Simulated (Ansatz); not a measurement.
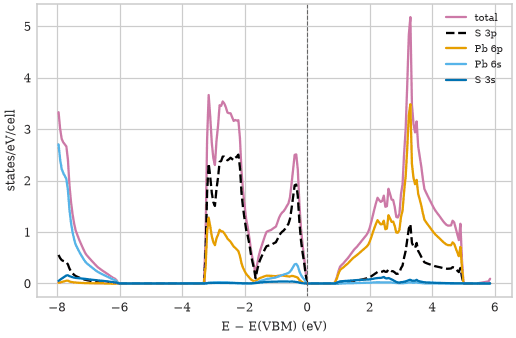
Total and projected density of states of PbS (zinc blende, F-43m), PBE in the plane-wave PAW code Ansatz

### Question
Which orbitals carry the states next to the gap?

### Answer
Top 1 eV of the valence band: S 3p 75 %, Pb 6s 14 %, Pb 6p 8 %. Bottom 1 eV of the conduction band: Pb 6p 78 %, S 3s 10 %, S 3p 7 %. Projections are on Löwdin-orthogonalised atomic valence shells; empty p or d shells of many metals are not among them.

### Question
Where is the tallest occupied peak in this window, and what makes it?

### Answer
Near -3.2 eV, about 3.7 states/eV per cell; the largest projected share is S 3p.

The start of the workflow was typed in or built on a structure type; neither database checked (COD, Materials Project) lists it. It is not the phase usual at ambient conditions (space group No. 225). The PBE relaxation kept the symmetry of its start; its stability against distortions is not shown here. Scalar-relativistic: spin–orbit coupling is off unless named, which matters more the heavier the elements.

Potentials: the earlier of the program's two PAW sets.
